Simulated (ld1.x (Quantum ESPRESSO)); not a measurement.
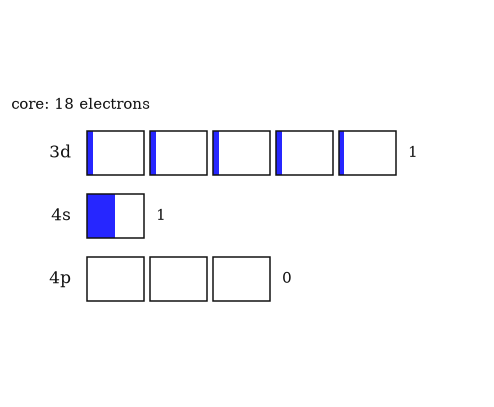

*The valence shells of the reference configuration: a box for each of the 2l + 1 orbitals, shaded by the share of the shell that is filled, with the electron count at the right.*

Pseudopotential generation for Ca

Calcium (Ca, Z = 20), core [Ar], reference valence 3d1 4s1 4p0, valence charge 2. Level asked for: ultrasoft potential, PBE, scalar-relativistic, made with ld1.x (Quantum ESPRESSO) 7.5.

The input:
```
 &input
   title='Ca', zed=20., rel=1, dft='PBE', iswitch=3,
   config='[Ar] 3d1 4s1 4p0',
   nld=3, rlderiv=4.55, eminld=-2.0, emaxld=5.0, deld=0.02
 /
 &inputp
   pseudotype=3, tm=.true., lloc=-2, rcloc=3.00,
   nlcc=.false.,
   file_pseudopw='Ca.UPF', file_wfcaegen='ae.wfc', file_wfcncgen='nc.wfc', file_beta='beta', file_chi='chi', file_wfcusgen='us.wfc'
 /
6
4S  1  0   1.00   0.00  3.30  3.80  0.0
4S  1  0   0.00   1.05  3.30  3.80  0.0
4P  2  1   0.00   0.00  3.65  4.20  0.0
4P  2  1   0.00   4.15  3.65  4.20  0.0
3D  3  2   1.00   0.00  2.80  3.20  0.0
3D  3  2   0.00   1.70  2.80  3.20  0.0
 &test
   configts(1)='3d1 4s1 4p0'
 /
```

Hardware: 1 CPU thread, shared host.

Command:
```bash
ld1.x < Ca.in > Ca.out
```

Log:
```
     Program LD1 v.7.5
     --------------------------- All-electron run ----------------------------

     Ca
     scalar relativistic calculation

     atomic number is 20.00
     dft =PBE   lsd =0 sic =0 latt =0  beta=0.20 tr2=1.0E-14
     Exchange-correlation= PBE
                           (   1   4   3   4   0   0   0)
     mesh =1169 r(mesh) =  99.90979 a.u. xmin = -7.00 dx = 0.01250
     1 Ry =  13.60569312 eV, c = 137.03599908

     n l     nl                  e(Ry)          e(Ha)          e(eV)
     1 0     1S 1( 2.00)      -290.1244      -145.0622     -3947.3437
     2 0     2S 1( 2.00)       -30.2665       -15.1333      -411.7969
     2 1     2P 1( 6.00)       -24.4171       -12.2086      -332.2121
     3 0     3S 1( 2.00)        -3.2933        -1.6467       -44.8082
     3 1     3P 1( 6.00)        -1.9018        -0.9509       -25.8754
     3 2     3D 1( 1.00)        -0.0561        -0.0280        -0.7627
     4 0     4S 1( 1.00)        -0.2437        -0.1219        -3.3159
     4 1     4P 1( 0.00)        -0.0906        -0.0453        -1.2328

     final scf error:  2.1E-15 reached in  25 iterations

     Etot =   -1360.484559 Ry,    -680.242280 Ha,  -18510.335414 eV

     Ekin =    1369.712557 Ry,     684.856278 Ha,   18635.888717 eV
     Encl =   -3234.184094 Ry,   -1617.092047 Ha,  -44003.316284 eV
     Eh   =     576.119295 Ry,     288.059647 Ha,    7838.502327 eV
     Exc  =     -72.132317 Ry,     -36.066159 Ha,    -981.410173 eV

     normalization and overlap integrals

     s(1S/1S) =  1.000000  <r> =   0.0768  <r2> =    0.0079  r(max) =   0.0500
     s(2S/2S) =  1.000000  <r> =   0.3642  <r2> =    0.1571  r(max) =   0.2987
     s(2P/2P) =  1.000000  <r> =   0.3277  <r2> =    0.1329  r(max) =   0.2477
     s(3S/3S) =  1.000000  <r> =   1.1637  <r2> =    1.5653  r(max) =   0.9918
     s(3P/3P) =  1.000000  <r> =   1.2872  <r2> =    1.9617  r(max) =   1.0558
     s(3D/3D) =  1.000004  <r> =   3.4137  <r2> =   17.6569  r(max) =   1.3727
     s(4S/4S) =  1.000000  <r> =   4.2607  <r2> =   20.9539  r(max) =   3.5494
     s(4P/4P) =  1.000000  <r> =   5.9773  <r2> =   41.9101  r(max) =   4.7911

     ------------------------ End of All-electron run ------------------------

     --------------------- Generating US pseudopotential ---------------------

      Generating local potential from pseudized AE potential:
      Matching radius rcloc =   3.0000
      Enforcing V''(0)=0 (lloc=-2)

      Local pseudo, rcloc= 3.017 Estimated cut-off energy=     3.94 Ry

      Wfc   4S  rcut= 3.334  Using Troullier-Martins method
      Wfc-us  4S rcutus= 3.778  Estimated cut-off energy=     8.70 Ry

      Wfc   4S  rcut= 3.334  Using Troullier-Martins method
      Wfc-us  4S rcutus= 3.778  Estimated cut-off energy=     6.66 Ry

      Wfc   4P  rcut= 3.685  Using Troullier-Martins method
      Wfc-us  4P rcutus= 4.176  Estimated cut-off energy=     4.19 Ry

      Wfc   4P  rcut= 3.685  Using Troullier-Martins method
      Wfc-us  4P rcutus= 4.176  Estimated cut-off energy=     7.19 Ry

      Wfc   3D  rcut= 2.799  Using Troullier-Martins method
      Wfc-us  3D rcutus= 3.172  Estimated cut-off energy=    11.23 Ry

      Wfc   3D  rcut= 2.799  Using Troullier-Martins method
      Wfc-us  3D rcutus= 3.172  Estimated cut-off energy=    11.40 Ry

       Warning: n=1, l=0 expected 0 nodes, found 1
       Setting wfc to zero for this iteration
       (This warning will only be printed once per wavefunction)

       Zero norm: self consistency problem; state:  2 (l=  0, j=0.0)

     ------------------- End of pseudopotential generation -------------------

     --------------------------- All-electron run ----------------------------

     Ca
     scalar relativistic calculation

     atomic number is 20.00
     dft =PBE   lsd =0 sic =0 latt =0  beta=0.20 tr2=1.0E-14
     Exchange-correlation= PBE
                           (   1   4   3   4   0   0   0)
     mesh =1169 r(mesh) =  99.90979 a.u. xmin = -7.00 dx = 0.01250
     1 Ry =  13.60569312 eV, c = 137.03599908

     n l     nl                  e(Ry)          e(Ha)          e(eV)
     1 0     1S 1( 2.00)      -290.1244      -145.0622     -3947.3437
     2 0     2S 1( 2.00)       -30.2665       -15.1333      -411.7969
     2 1     2P 1( 6.00)       -24.4171       -12.2086      -332.2121
     3 0     3S 1( 2.00)        -3.2933        -1.6467       -44.8082
     3 1     3P 1( 6.00)        -1.9018        -0.9509       -25.8754
     3 2     3D 1( 1.00)        -0.0561        -0.0280        -0.7627
     4 0     4S 1( 1.00)        -0.2437        -0.1219        -3.3159
     4 1     4P 1( 0.00)        -0.0906        -0.0453        -1.2328

     final scf error:  2.1E-15 reached in  25 iterations

     Etot =   -1360.484559 Ry,    -680.242280 Ha,  -18510.335414 eV

     Ekin =    1369.712557 Ry,     684.856278 Ha,   18635.888717 eV
     Encl =   -3234.184094 Ry,   -1617.092047 Ha,  -44003.316284 eV
     Eh   =     576.119295 Ry,     288.059647 Ha,    7838.502327 eV
     Exc  =     -72.132317 Ry,     -36.066159 Ha,    -981.410173 eV

     normalization and overlap integrals

     s(1S/1S) =  1.000000  <r> =   0.0768  <r2> =    0.0079  r(max) =   0.0500
     s(2S/2S) =  1.000000  <r> =   0.3642  <r2> =    0.1571  r(max) =   0.2987
     s(2P/2P) =  1.000000  <r> =   0.3277  <r2> =    0.1329  r(max) =   0.2477
     s(3S/3S) =  1.000000  <r> =   1.1637  <r2> =    1.5653  r(max) =   0.9918
     s(3P/3P) =  1.000000  <r> =   1.2872  <r2> =    1.9617  r(max) =   1.0558
     s(3D/3D) =  1.000004  <r> =   3.4137  <r2> =   17.6569  r(max) =   1.3727
     s(4S/4S) =  1.000000  <r> =   4.2607  <r2> =   20.9539  r(max) =   3.5494
     s(4P/4P) =  1.000000  <r> =   5.9773  <r2> =   41.9101  r(max) =   4.7911

     ------------------------ End of All-electron run ------------------------

     Computing logarithmic derivative in   4.52916
       Zero norm: self consistency problem; state:  2 (l=  0, j=0.0)
       Zero norm: self consistency problem; state:  2 (l=  0, j=0.0)
       Zero norm: self consistency problem; state:  2 (l=  0, j=0.0)
       Zero norm: self consistency problem; state:  2 (l=  0, j=0.0)
       Zero norm: self consistency problem; state:  2 (l=  0, j=0.0)
       Zero norm: self consistency problem; state:  2 (l=  0, j=0.0)
       Zero norm: self consistency problem; state:  2 (l=  0, j=0.0)
       Zero norm: self consistency problem; state:  2 (l=  0, j=0.0)
       Zero norm: self consistency problem; state:  2 (l=  0, j=0.0)
       Zero norm: self consistency problem; state:  2 (l=  0, j=0.0)
       Zero norm: self consistency problem; state:  2 (l=  0, j=0.0)
       Zero norm: self consistency problem; state:  2 (l=  0, j=0.0)
       Zero norm: self consistency problem; state:  2 (l=  0, j=0.0)
       Zero norm: self consistency problem; state:  2 (l=  0, j=0.0)
       Zero norm: self consistency problem; state:  2 (l=  0, j=0.0)
       Zero norm: self consistency problem; state:  2 (l=  0, j=0.0)
       Zero norm: self consistency problem; state:  2 (l=  0, j=0.0)
       Zero norm: self consistency problem; state:  2 (l=  0, j=0.0)
       Zero norm: self consistency problem; state:  2 (l=  0, j=0.0)
       Zero norm: self consistency problem; state:  2 (l=  0, j=0.0)
       Zero norm: self consistency problem; state:  2 (l=  0, j=0.0)
       Zero norm: self consistency problem; state:  2 (l=  0, j=0.0)
       Zero norm: self consistency problem; state:  2 (l=  0, j=0.0)
       Zero norm: self consistency problem; state:  2 (l=  0, j=0.0)
       Zero norm: self consistency problem; state:  2 (l=  0, j=0.0)
       Zero norm: self consistency problem; state:  2 (l=  0, j=0.0)
       Zero norm: self consistency problem; state:  2 (l=  0, j=0.0)
       Zero norm: self consistency problem; state:  2 (l=  0, j=0.0)
       Zero norm: self consistency problem; state:  2 (l=  0, j=0.0)
       Zero norm: self consistency problem; state:  2 (l=  0, j=0.0)
       Zero norm: self consistency problem; state:  2 (l=  0, j=0.0)
       Zero norm: self consistency problem; state:  2 (l=  0, j=0.0)

 %%%%%%%%%%%%%%%%%%%%%%%%%%%%%%%%%%%%%%%%%%%%%%%%%%%%%%%%%%%%%%%%%%%%%%%%%%%%%%
     Error in routine run_pseudo (1):
     Errors in PS-KS equation
 %%%%%%%%%%%%%%%%%%%%%%%%%%%%%%%%%%%%%%%%%%%%%%%%%%%%%%%%%%%%%%%%%%%%%%%%%%%%%%

     stopping ...
```

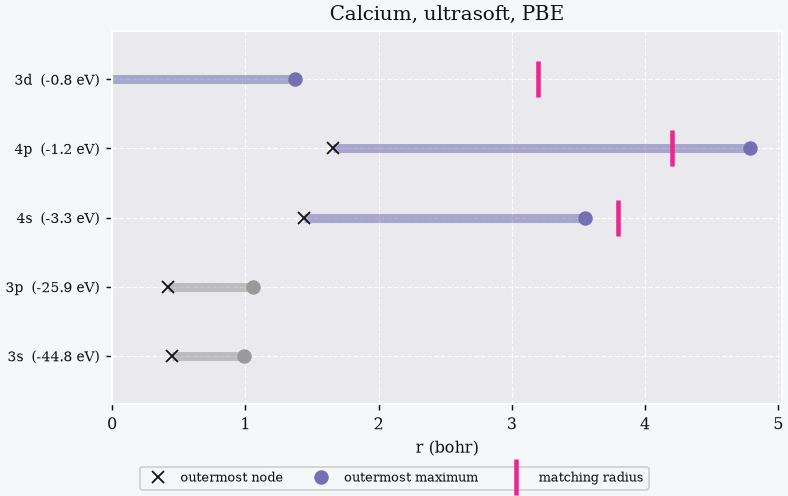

*Outer shells of the all-electron reference atom: each bar runs from the outermost node (or the nucleus) to the outermost maximum of u(r); the tick is the radius chosen for the pseudo-wave. Shells without a tick have no pseudo-wave of their own. Levels, nodes and maxima are from ld1.x, scalar-relativistic.*

- Radii against the shells: 4s: 3.80 bohr, outside the maximum; 4p: 4.20 bohr, between node and maximum; 3d: 3.20 bohr, outside the maximum.

Outcome:

| quantity | value |
| --- | --- |
| outcome | ended with an error |
| wall time | 0.71 s |

What went wrong:

The generator stopped with the message “run_pseudo: Errors in PS-KS equation”. In words: the pseudo-atom solver did not find the valence states with the expected number of nodes, which is the usual sign of a ghost state.
